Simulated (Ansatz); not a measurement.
# Run report: SiH4SeO, single-point calculation

SiH4SeO, computed with RHF-MP2, frozen core/def2-QZVPP (Ansatz 0.2.0).

The geometry comes from this level: PBE0-D4/def2-TZVP.

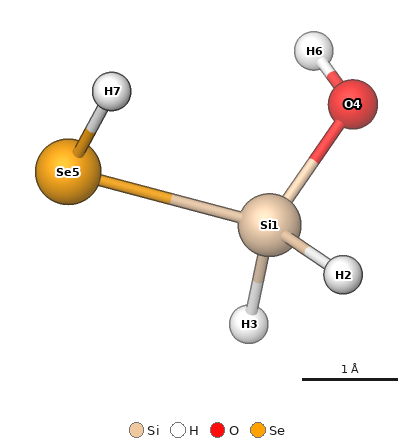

Figure 1. The input geometry (ball-and-stick view, seen at a tilt; atoms are numbered from 1 in the order of the input). Bond lengths as drawn: H–O 0.96 Å, H–Se 1.47 Å, H–Si 1.48 Å, O–Si 1.64 Å and Se–Si 2.28 Å.

## Results in brief

- outcome: converged
- total energy: −75297.4335 eV
- mean-field energy: −75270.8714 eV
- SCF solution under orbital rotations: stable
- hardware: 4 threads of Arm Neoverse V1, 23 GiB of memory available, shared host
- wall time: 9.5 s (CPU time 36 s)
- peak memory: 1.3 GiB

## The input
```yaml
crystal:
  periodic: [false, false, false]
  atoms:
    - {symbol: Si, position_ang: [-0.607296, 0.202510, 0.253960]}
    - {symbol: H, position_ang: [-0.979702, -0.699410, -0.855419]}
    - {symbol: H, position_ang: [-0.411839, -0.542569, 1.523436]}
    - {symbol: O, position_ang: [-1.831684, 1.292638, 0.340462]}
    - {symbol: Se, position_ang: [1.429851, 1.155811, -0.091899]}
    - {symbol: H, position_ang: [-1.702147, 2.052933, 0.910470]}
    - {symbol: H, position_ang: [1.065709, 1.638902, -1.430861]}
basis:
  gaussian: {orbitals: "def2-QZVPP.json"}
correlation: {method: mp2}
```

Launched with:
```bash
ansatz run in.yaml --threads 4 --pin off --events-out ev --progress --plain --max-ram 9574MiB
```

## Log
```
Functional definition: HF
  name "HF"
  cite "Fock, Z. Phys. 61, 126 (1930) doi:10.1007/BF01340294"
  parent pbe
  exchange = exact_x
  correlation = 0
2064 factors; integrals over basis functions are off by at most 9.1e-4 eV
mean field evaluation 1: about -75267.9956 eV, gradient 3.7e1 eV
mean field evaluation 2: about -75268.0821 eV, gradient 3.7e1 eV
mean field evaluation 4: about -75270.8272 eV, gradient 2.9e0 eV
mean field evaluation 8: about -75270.8711 eV, gradient 2.9e-1 eV
mean field -75270.87142511 eV, -2766.1535044437 hartree, gradient 2.3e-6 eV, S^2 0.000000; 0 other end points of the search recorded, 0 dependent functions left out
15 core orbitals not correlated: weight in the atoms' cores, before any rotation towards them, 1.000 or more for the frozen orbitals, at most 0.000 for the correlated occupied ones
reference -75270.87142511 eV, -2766.1535044437 hartree; 15, 15 occupied and 306, 306 virtual orbitals, 2064 factors
second order -26.56211332 eV of doubles, -0.00000000 eV of singles
Total energy: -75297.43353843 eV, -2767.1296441039 hartree
```
